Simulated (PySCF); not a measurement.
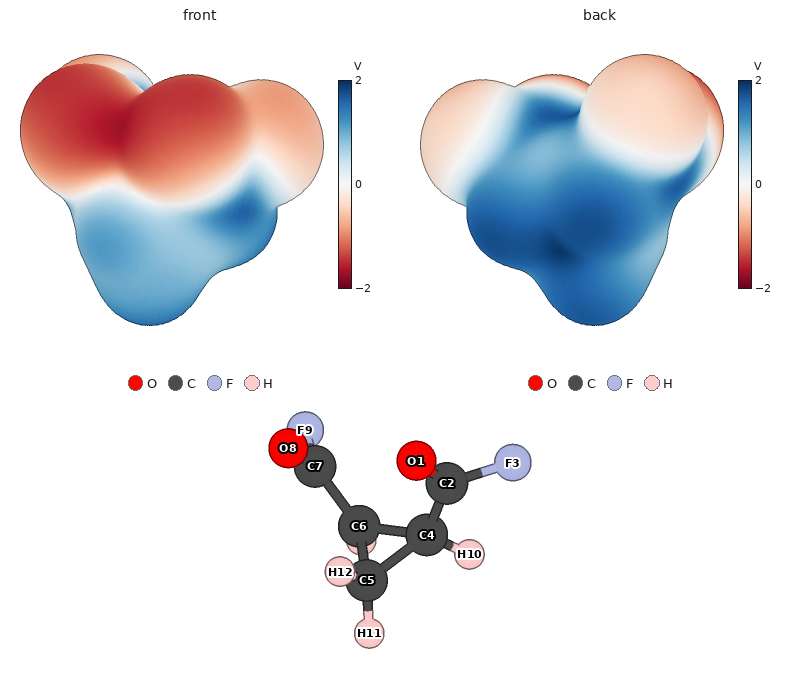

Figure. C$_{5}$H$_{4}$F$_{2}$O$_{2}$. The molecular electrostatic potential painted on the density surface at 0.002 e/bohr³, seen from the front and from behind; red is negative and blue positive. The bare structure is drawn below in the same view.

Geometry: GFN2-xTB.

Method: PySCF, PBE0/pcSseg-1, SCF density, gas phase, non-relativistic.

Input file:

```
{"job": {"kind": "nmr", "xc": "PBE0", "basis": "pcSseg-1"}, "charge": 0, "multiplicity": 1}
O     -0.476228     2.067941    -0.793255
C     -1.044187     1.341122    -0.061848
F     -2.011675     1.836325     0.769525
C     -0.925345    -0.116325     0.131592
C     -0.257237    -0.936396    -0.929748
C      0.453607    -0.740281     0.370878
C      1.651112     0.123143     0.409918
O      2.105876     0.843087    -0.402144
F      2.283515    -0.027330     1.613791
H     -1.737334    -0.544447     0.705978
H     -0.660476    -1.911040    -1.154451
H      0.136915    -0.393652    -1.777130
H      0.477069    -1.541660     1.099167
```

Launched as:

```sh
OMP_NUM_THREADS=1 python probes_run.py task.json out
```

### Describe the electrostatic potential map.

The most negative region (about −1.6 V) lies over O1 and O8, the most positive (about +1.9 V) over C4, C5 and C6.

### How polar is the molecule by this calculation?

Its dipole moment is 5.13 D.
